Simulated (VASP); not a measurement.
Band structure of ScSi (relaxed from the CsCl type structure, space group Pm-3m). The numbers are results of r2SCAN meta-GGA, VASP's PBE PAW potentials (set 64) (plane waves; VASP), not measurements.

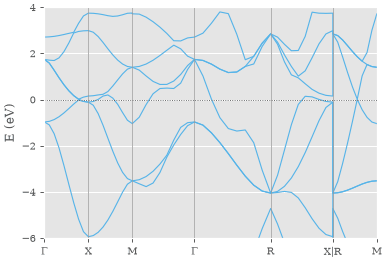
*Bands along high-symmetry lines, zero at the valence-band maximum or, without a gap, the Fermi level*

Read the plot: is there a gap, and where are the band edges?

It has no gap at this level: it comes out as a metal or semimetal.

The structure was generated: ScSi was put into the CsCl type type (Pm-3m), which need not be its known phase. It was relaxed first, which changed the volume by -25 %. The electron count is odd and the run is not spin-polarised, which forces a metal.
